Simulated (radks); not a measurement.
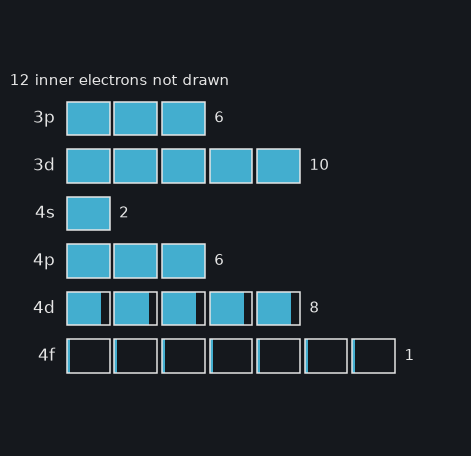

*The outer shells as the input fills them: a box for each of the 2l + 1 orbitals, shaded by the share of the shell that is filled, with the electron count at the right.*

Cd³⁺: atomic calculation

System: Cd³⁺ (Z = 48, 45 electrons) in the configuration [Kr] 4d8 4f1 (high spin).
Method: scalar-relativistic Kohn-Sham, SCAN, spin-polarised, spherical densities, finite nucleus (the in-house radial solver radks).

### Results in brief

| quantity | value |
| --- | --- |
| outcome | converged |
| total energy | −5591.9096 hartree |
| kinetic energy | 5819.0700 hartree |
| electron–nucleus energy | −13445.5786 hartree |
| Hartree energy | 2188.3051 hartree |
| exchange–correlation energy | −153.706113 hartree |
| radius at density 0.001 e/bohr³ | 4.23 bohr |
| SCF iterations | 14 |
| hardware | 1 CPU thread, shared host |

### Remarks

This is an excited configuration.

### The input
```
Z 48
configuration [Kr] 4d8 4f1
relativity scalar-relativistic
functional scan,scan
spin polarised
nucleus finite rms 4.6087 fm
c 137.035999084
```

Energies in input and log are in hartree, lengths in bohr (the nuclear radius in fm).

### The program's output
```
1s      1   1.0000        -978.37110177
2s      1   1.0000        -147.31290430
2p      1   3.0000        -132.22841318
3s      1   1.0000         -29.08736074
3p      1   3.0000         -24.09558988
3d      1   5.0000         -16.32296278
4s      1   1.0000          -5.70700483
4p      1   3.0000          -4.21813341
4d      1   5.0000          -2.04022677
4f      1   1.0000          -0.44832953
1s      2   1.0000        -978.37068124
2s      2   1.0000        -147.29458759
2p      2   3.0000        -132.21336191
3s      2   1.0000         -29.07932240
3p      2   3.0000         -24.08524417
3d      2   5.0000         -16.30458241
4s      2   1.0000          -5.62088216
4p      2   3.0000          -4.12965911
4d      2   3.0000          -1.95234008
4f      2   0.0000          -0.37739587
Etot -5591.90962851171
Ekin 5819.070019864743
Encl -13445.57864430724
Eh 2188.3051085947277
Exc -153.70611266394178
err 2.1109737631176787e-06
it 14
```

### Orbitals

```tsv
orbital	occupation	energy (eV)	⟨r⟩ (bohr)	outer maximum (bohr)
1s up	1	−26622.8	0.03040	0.0197
1s down	1	−26622.8	0.03040	0.0197
2s up	1	−4008.6	0.1316	0.111
2s down	1	−4008.1	0.1316	0.111
2p up	3	−3598.1	0.1149	0.0890
2p down	3	−3597.7	0.1149	0.0890
3s up	1	−791.507	0.3573	0.323
3s down	1	−791.289	0.3573	0.323
3p up	3	−655.674	0.3565	0.317
3p down	3	−655.393	0.3564	0.317
3d up	5	−444.170	0.3346	0.266
3d down	5	−443.670	0.3345	0.266
4s up	1	−155.296	0.8740	0.796
4s down	1	−152.952	0.8730	0.794
4p up	3	−114.781	0.9451	0.843
4p down	3	−112.374	0.9445	0.842
4d up	5	−55.517	1.152	0.955
4d down	3	−53.126	1.156	0.954
4f up	1	−12.200	3.675	3.27
```

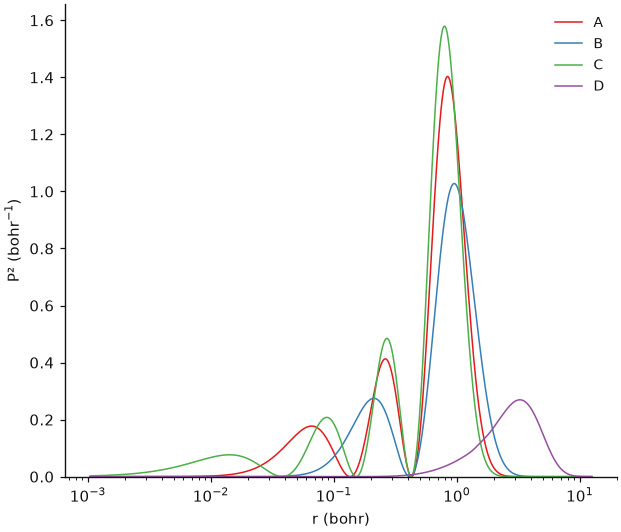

*The radial probability densities P² of 4s up, 4p up, 4d up and 4f up.*

A is 4p up; B is 4d up; C is 4s up; D is 4f up. 4s up: outer maximum at 0.796 bohr, ⟨r⟩ = 0.874 bohr, 3 nodes, eigenvalue −155.3 eV; 4p up: outer maximum at 0.843 bohr, ⟨r⟩ = 0.945 bohr, 2 nodes, eigenvalue −114.8 eV; 4d up: outer maximum at 0.955 bohr, ⟨r⟩ = 1.15 bohr, 1 node, eigenvalue −55.5 eV; 4f up: outer maximum at 3.27 bohr, ⟨r⟩ = 3.67 bohr, 0 nodes, eigenvalue −12.2 eV.

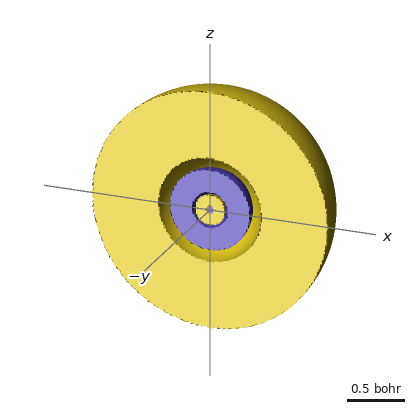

*The 4s orbital of down spin. The radial function comes from the spherical calculation and is multiplied by a real spherical harmonic; the overall sign is chosen so that the largest lobe of P(r) is positive; at the scalar-relativistic level it is the large component. The surface of constant |ψ| that holds about 80 % of the electron is drawn, yellow where ψ is positive and blue where it is negative, with the half in front of the xz plane cut away and the cut face painted.*

It has no angular node and 3 radial nodes, at r = 0.0381, 0.152 and 0.425 bohr. The outermost maximum of P² lies at 0.794 bohr, ⟨r⟩ = 0.873 bohr, 90 % of the charge lies within 1.26 bohr, and the eigenvalue is −153.0 eV, with 1 electron in the shell for this spin.

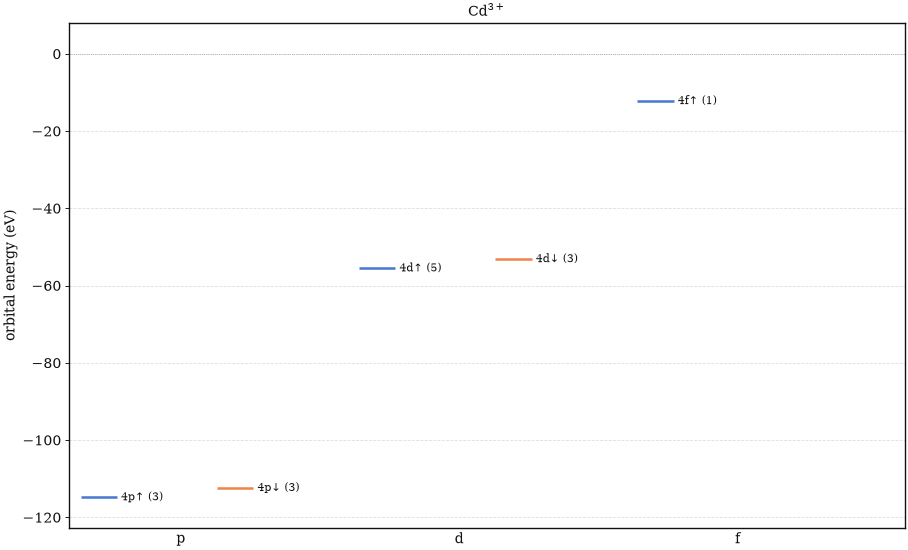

*The outer levels are drawn by angular momentum (occupations in brackets, up spins at the left of each column and down spins at the right).*

The highest occupied level is 4f up at −12.2 eV. From the top down the occupied levels run 4f up (−12.2 eV), 4d down (−53.1 eV), 4d up (−55.5 eV), 4p down (−112.4 eV), 4p up (−114.8 eV). The largest exchange splitting (down less up) among the shells drawn in both spins is that of 4p, 2.41 eV.
